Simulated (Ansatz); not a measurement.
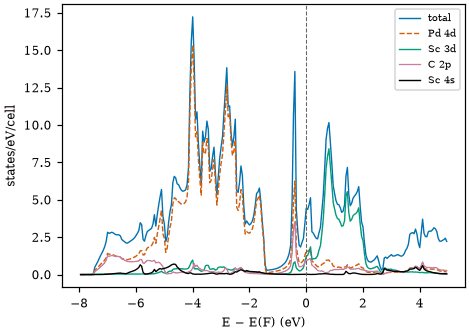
*Total and projected density of states of ScPd₃C (anti-perovskite, Pm-3m), plane-wave PAW PBE (Ansatz code)*

Task: Which orbitals carry the states next to the Fermi level?

Result: Within 0.5 eV of the Fermi level: Pd 4d 38 %, C 2p 23 %, Sc 3d 23 %, outside the projected shells 15 %. Projections are on Löwdin-orthogonalised atomic valence shells; empty p or d shells of many metals are not among them.

Task: Where is the tallest occupied peak in this window, and what makes it?

Result: Near -4.0 eV, about 17 states/eV per cell; the largest projected share is Pd 4d.

The start of the workflow was typed in or built on a structure type; neither database checked (COD, Materials Project) lists it. Whether it is the stable phase at ambient conditions was not checked. The PBE relaxation kept the symmetry of its start; whether a distortion lowers the energy is not shown. No spin polarisation was allowed. Scalar-relativistic: spin–orbit coupling is off unless named, which matters more the heavier the elements.

Potentials: the later of the program's two PAW sets.
